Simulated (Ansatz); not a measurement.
# C₂H₇BFNS: one species, many methods

Aim: compute C₂H₇BFNS with functionals from several rungs and with coupled cluster. The yardstick is the atomisation energy at the CCSD(T) limit.

Method: functionals in def2-TZVPP, the program's frozen cores in correlated methods; program: Ansatz 0.2.0, Gaussian basis.

Plan: PBE-D4, r2SCAN-D4, PBE0-D4, B3LYP-D4, ωB97X-V, ωB97M-V, B2PLYP; CCSD(T)/def2-TZVPP; MP2/def2-QZVPP; extrapolation to the limit.

## Step 1: The geometry

The geometry comes from an earlier relaxation with PBE0-D4 in a triple-zeta def2 set; it is a stationary point, not always the lowest conformer.

SMILES `CN(C)B(F)S`, 13 atoms, charge 0, spin multiplicity 1.

Atoms are counted from 1 here; the program's logs count them from 0.

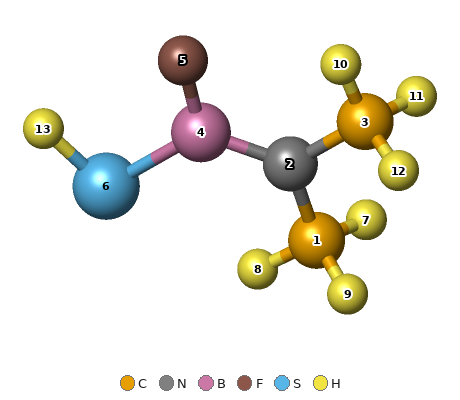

The geometry (carbon amber, nitrogen grey, boron pink, fluorine brown, sulfur blue, hydrogen yellow); atoms are numbered from 1 in the order of the file.

## Step 2: PBE-D4 (GGA)

File in.yaml:

```yaml
crystal:
  periodic: [false, false, false]
  atoms:
    - {symbol: C, position_ang: [-1.121765, -0.761540, 0.519950]}
    - {symbol: N, position_ang: [0.077874, -0.150927, 0.006201]}
    - {symbol: C, position_ang: [1.182333, -1.067981, -0.155225]}
    - {symbol: B, position_ang: [0.185837, 1.203446, -0.310079]}
    - {symbol: F, position_ang: [1.345665, 1.684728, -0.783914]}
    - {symbol: S, position_ang: [-1.212197, 2.365216, -0.100851]}
    - {symbol: H, position_ang: [-1.469016, -1.559937, -0.145968]}
    - {symbol: H, position_ang: [-1.921800, -0.027710, 0.613901]}
    - {symbol: H, position_ang: [-0.944599, -1.200813, 1.508505]}
    - {symbol: H, position_ang: [2.053830, -0.545477, -0.544498]}
    - {symbol: H, position_ang: [0.919373, -1.874018, -0.850055]}
    - {symbol: H, position_ang: [1.449886, -1.526504, 0.803870]}
    - {symbol: H, position_ang: [-0.525122, 3.426917, -0.547237]}
basis:
  gaussian: {orbitals: def2-TZVPP}
hamiltonian: {xc: pbe, dispersion: d4}
output: {forces: true, orbitals: {seedname: orbitals}}
```

The run is started by

```bash
> ansatz run in.yaml --threads 2 --pin off --events-out ev --progress --plain --max-ram 22528MiB --backend cuda --devices 0, --max-vram 18GiB
```

Further steps of the session: r2SCAN-D4 (meta-GGA); PBE0-D4 (hybrid); B3LYP-D4 (hybrid); ωB97X-V (range-separated); ωB97M-V (range-separated); B2PLYP (double hybrid); CCSD(T) in def2-TZVPP; MP2 in def2-QZVPP.

**Question.** What will the summary of the whole plan be? Wanted: atomisation energy, CCSD(T)/CBS; farthest; mean size of error, hybrid; mean size of error, range-separated; gap, smallest and largest; T1 diagnostic; triples share of the correlation energy.

The runs gave:

```
                               quantity                                 value
        atomisation energy, CCSD(T)/CBS                         5091.4 kJ/mol
 functionals within 25.5 kJ/mol (0.5 %)                              B3LYP-D4
                               farthest                PBE-D4 (+134.3 kJ/mol)
             mean size of error, hybrid                           31.9 kJ/mol
    mean size of error, range-separated                           33.6 kJ/mol
              gap, smallest and largest  5.40 eV (PBE-D4), 11.82 eV (ωB97X-V)
                          T1 diagnostic                                0.0116
triples share of the correlation energy                                 3.8 %
```

**Reading.** PBE-D4 is off by +134.3 kJ/mol. Double hybrids carry the basis error of their MP2 part in triple zeta, and no dispersion term here, so their miss is partly the set-up's. The reference freezes the cores and leaves out relativity and excitations past (T), so misses under about 25.5 kJ/mol can't be ranked. Hartree-Fock recovers 74 % of the binding; the rest is correlation. The gap grows from 5.4 to 11.8 eV across the functionals, mostly with the share of exact exchange.
